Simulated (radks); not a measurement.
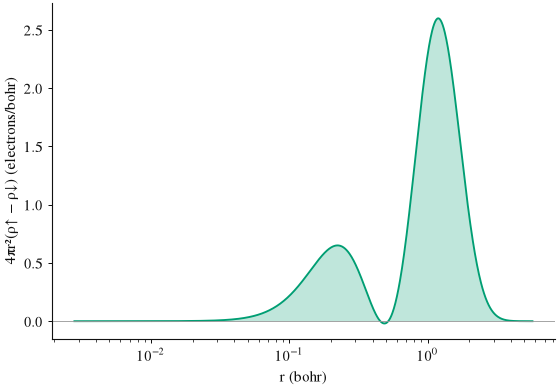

System: Ar³⁺ (Z = 18, 15 electrons), configuration [Ne] 3s2 3p3 (high spin). Method: non-relativistic Kohn-Sham, Tao-Mo meta-GGA, spin-polarised, spherical densities, point nucleus; computed with the in-house radial solver radks.

The plot shows the radial spin density.

Read the plot.

Answer. The curve integrates to 3 unpaired electrons, held by 3p (+3). Its largest value, 2.60 electrons/bohr, lies near r = 1.2 bohr. Regions of the opposite sign are negligible. At the nucleus the spin density is 0.282 bohr⁻³.
